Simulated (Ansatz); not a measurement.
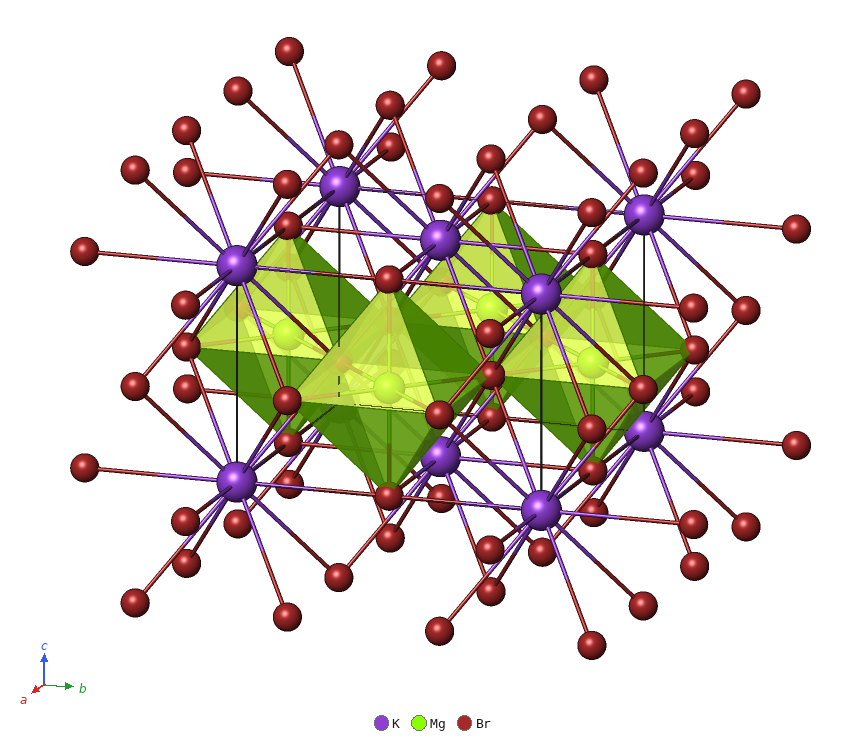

A polyhedral rendering, viewed slightly off an axis. Lines trace the edges of the conventional unit cell. Some neighbours outside the box are added.

KMgBr3, space group Cmmm (No. 65), a = 7.387 Å, b = 7.612 Å, c = 5.303 Å, α = 90.00°, β = 90.00°, γ = 90.00°. The structure was taken from a structure type filled with these elements by a generator (whether the compound takes this form wasn't checked). The cell was then strained or its atoms displaced on purpose. An electronic-structure calculation with Ansatz was run on it.

This one geometry was computed with Ansatz (DFT, plane waves, PAW) at three levels of theory: PBE, r2SCAN and HSE06. It was relaxed with r2SCAN and then strained.

**How does the band gap change with the level of theory?**

PBE: a gap of 2.77 eV, indirect; r2SCAN: a gap of 3.59 eV, indirect; HSE06: a gap of 3.95 eV, indirect.

**Collect the results in a table.**

| level | cutoff (eV) | k-mesh of the run's cell | gap (eV) | pressure (GPa) |
| --- | --- | --- | --- | --- |
| PBE | 420 | 6×6×6 | 2.77 | 0.9 |
| r2SCAN | 500 | 6×6×6 | 3.59 | 0.0 |
| HSE06 | 420 | 4×4×4 | 3.95 | 0.3 |

Gaps are taken on the k-mesh or band path of each run.
